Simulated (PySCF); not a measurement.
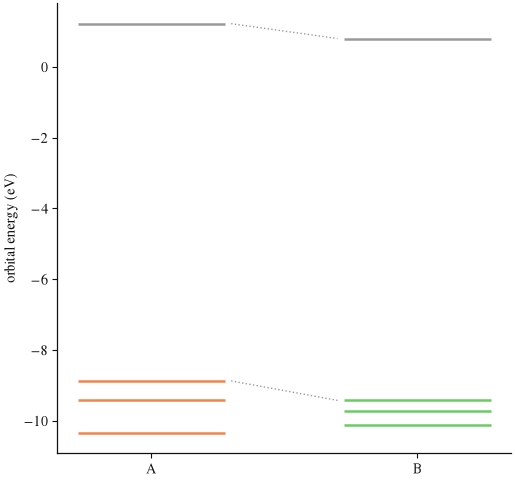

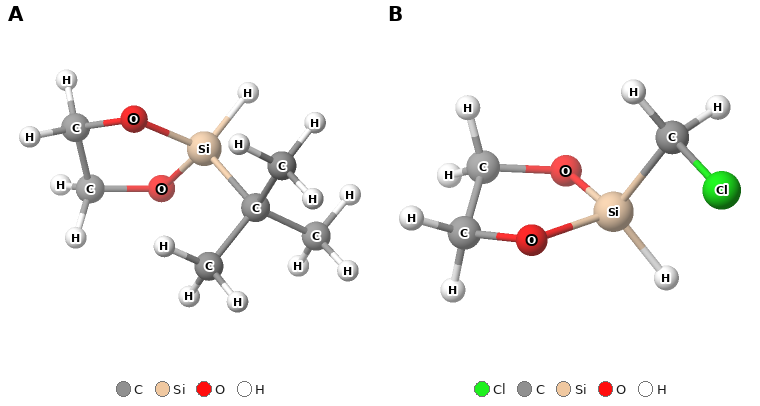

Related molecules: A is C₆H₁₄O₂Si, SMILES CC(C)(C)[SiH]1OCCO1; B is C₃H₇ClO₂Si, SMILES ClC[SiH]1OCCO1. Frontier orbital energies, CAM-B3LYP/def2-SVPD, PySCF 2.14.0, at a PBE0-D3(BJ)/def2-SVP geometry (no frequency check); drawn are at most three filled levels and, in grey, the LUMO with any level within 0.03 eV of it; dotted lines join the HOMOs and the LUMOs.

**What does the change do to the frontier levels?**

From A to B the HOMO falls by 0.55 eV and the LUMO falls by 0.42 eV, so the separation goes from 10.09 to 10.22 eV.

**Does the ΔSCF ionisation energy follow the HOMO?**

A: −ε(HOMO) 8.87, ΔSCF 9.49 eV; B: −ε(HOMO) 9.42, ΔSCF 10.24 eV.

Limits of at least one run: empty levels above zero depend strongly on the basis; one conformer of a flexible molecule.
